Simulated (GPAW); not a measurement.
Two runs for the F K edge of atom 3 in KCdF3 (Pm-3m). Run A: GPAW, LDA, full core hole (charged cell), 10-atom cell with 6.2 Å between holes, 5×5×5 k points, dipole transitions, Gaussian full width 0.9 eV up to 4 eV, rising linearly to 3.5 eV at 25 eV. Run B differs in one choice.

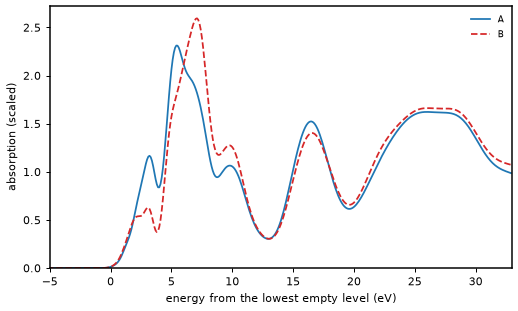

Energy from the lowest empty level; intensity scaled to a mean of 1 over the first 20 eV.

Q: What was changed?
a) the plane-wave cutoff
b) the size of the supercell
c) the k mesh of the field
d) the k mesh of the spectrum

(b): run B changes the supercell atoms from 10 to 5. The scaled spectrum changes by 23 % r.m.s. Another feature, at 7.1 eV (2.59), becomes the highest below 16 eV; the one at 5.4 eV is gone. Other settings could leave a like mark; this is the one that was changed.

[Hosts, paths, dates, database ids (printed as entryN), source tags and the programs' standing remarks are cut or masked in the printed files.]

[Lists of maxima count a maximum above −3 eV only where it reaches 4 % of the highest in the window and stands out from its surroundings by 2 % of it (1.5 % where it reaches 55 %); shoulders and weaker maxima are passed over, and of the rest the first, up to two pre-edge ones and the few strongest are named.]
